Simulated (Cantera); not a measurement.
Feed: 1 mol Fe₂O₃, 0.031 mol H₂O, at 13.3 mbar.

Equilibrium computed with Cantera from the NASA thermochemical tables; the gas is ideal and each condensed phase is pure. Candidate condensed phases: Fe, FeO, Fe(OH)₂, Fe(OH)₃, Fe₂O₃, Fe₃O₄, H₂O; 12 gas species. Mutual solubility and eutectic melting of coexisting phases are not modelled. The numbers say what is thermodynamically allowed, not how fast it happens.

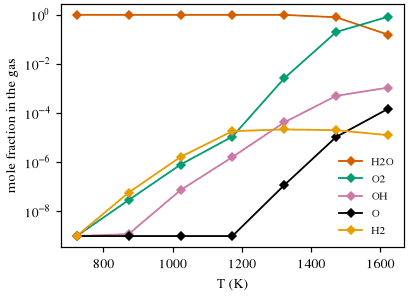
Figure. Equilibrium gas composition (values under 1e-9 drawn at 1e-9)

From 723 K to 1173 K the condensed part is Fe₂O₃(s). From 1323 K to 1473 K the condensed part is Fe₂O₃(s) + Fe₃O₄(s). At 1623 K the condensed part is Fe₃O₄(s).
